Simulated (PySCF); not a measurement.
# C₅H₇O, charge +1, SMILES `C/C=C/CC#[O+]`: electronic structure

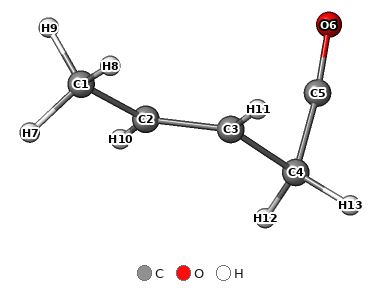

The molecule, with its atoms numbered as below. No frequency check shows the geometry to be a minimum.

Geometry (Å), atoms numbered from 1:

```
C1      -2.5650    0.4225    0.0786
C2      -1.2550   -0.0587   -0.3881
C3      -0.2981   -0.5240    0.4209
C4       1.0222   -1.1152   -0.1011
C5       1.6612    0.1120   -0.0513
O6       2.0585    1.1617    0.0316
H7      -3.3589   -0.1683   -0.3794
H8      -2.6608    0.3836    1.1594
H9      -2.7179    1.4465   -0.2653
H10     -1.1052   -0.0474   -1.4618
H11     -0.4212   -0.5300    1.4931
H12      0.9519   -1.5260   -1.1133
H13      1.4524   -1.8725    0.5606
```

## 1. Bonding charge

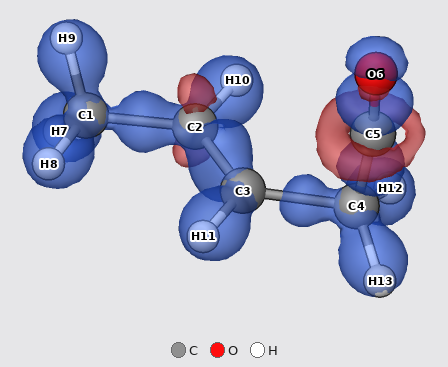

Deformation density (molecule less spherical, spin-averaged free atoms at the same positions), surfaces at ±0.15 e/Å³; blue: gain, red: loss.

Level of theory: TPSS/6-311G** (PySCF), at a geometry from GFN2-xTB.

**How much density has each bond gained at its critical point, relative to the free atoms?**

The five largest and four smallest: C5–O6: +0.78 e/Å³ at the bond critical point (bond length 1.12 Å, Mayer order 2.4). C3–H11: +0.73 e/Å³ at the bond critical point (bond length 1.08 Å, Mayer order 0.9). C2–H10: +0.73 e/Å³ at the bond critical point (bond length 1.08 Å, Mayer order 1.0). C1–H8: +0.69 e/Å³ at the bond critical point (bond length 1.09 Å, Mayer order 1.0). C4–H13: +0.69 e/Å³ at the bond critical point (bond length 1.09 Å, Mayer order 0.9). C1–H9: +0.66 e/Å³ at the bond critical point (bond length 1.09 Å, Mayer order 0.9). C1–C2: +0.47 e/Å³ at the bond critical point (bond length 1.47 Å, Mayer order 1.1). C3–C4: +0.34 e/Å³ at the bond critical point (bond length 1.54 Å, Mayer order 0.9). C4–C5: +0.30 e/Å³ at the bond critical point (bond length 1.38 Å, Mayer order 1.1). In all, 2.5 electrons gather in the regions of gain relative to the promolecule of neutral atoms (the regions of loss give up this much and the cation's charge besides).

## 2. Electrostatic potential

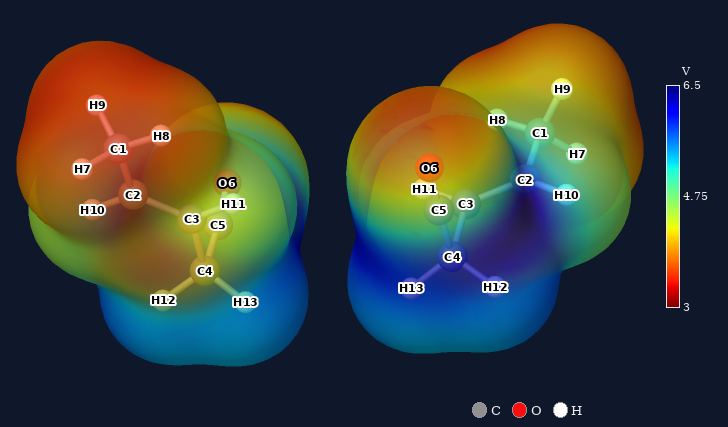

Electrostatic potential on the surface of electron density 0.001 a.u. (back view left, front view right).

**Where are the extremes of the potential on the surface?**

Highest: 6.42 V, about equally far (1.8 Å) from C5 and H12, over C4 (2.1 Å). Lowest: 3.46 V, about equally far (1.6 Å) from H7 and H8, over C1 (2.0 Å). Further minima include 3.94 V, over C3, off the plane of its three bonds (2.1 Å); 5.35 V, 1.4 Å from H13. The surface is sampled at points, so like sites can differ by a few per cent and only the strongest of them is named.

## 3. Removing or adding an electron

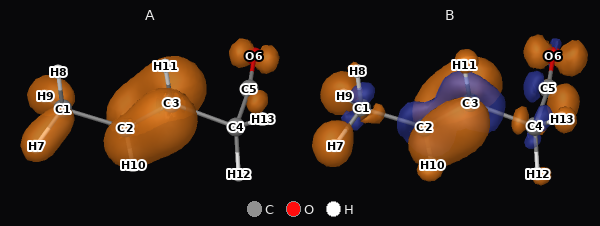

The Fukui function f⁻ from two separate SCF calculations and the density of the HOMO, at ±0.04 e/Å³ (orange positive, blue negative).

Computed with PySCF, ωB97X/6-311G**, geometry: GFN2-xTB.

**Which panel is which, and how good is the frozen-orbital picture?**

B is f⁻ (it has negative regions), A the HOMO density. The HOMO lies on C3 (38 %), C2 (25 %) and C1 (9 %); f⁻ (Hirshfeld-condensed) is largest on C3 (0.21) and C2 (0.16); the vertical ionisation energy is 14.88 eV (the stability of the dication's solution wasn't checked). Relaxation shifts 28 % of the electron between atoms. The orbital energy is −15.03 eV.

## 4. Localised orbitals

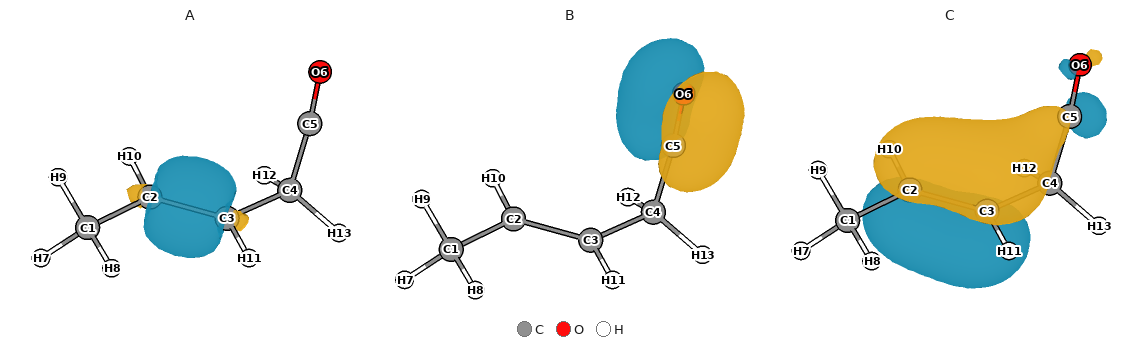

Pipek–Mezey orbitals, occupied; each surface holds about 80 % of the orbital's density. Energies are diagonal elements of the Fock matrix.

Method: LDA (SVWN)/6-311+G**; geometry: GFN2-xTB; program: PySCF.

**Identify each orbital.**

By panel:
- A: σ bond C3–C2 (C3 50 %, C2 49 %; −21.0 eV)
- B: π bond O6–C5 (O6 67 %, C5 32 %; −18.2 eV)
- C: π bond C3–C2 (C3 53 %, C2 38 %, C5 6 %; −12.9 eV)
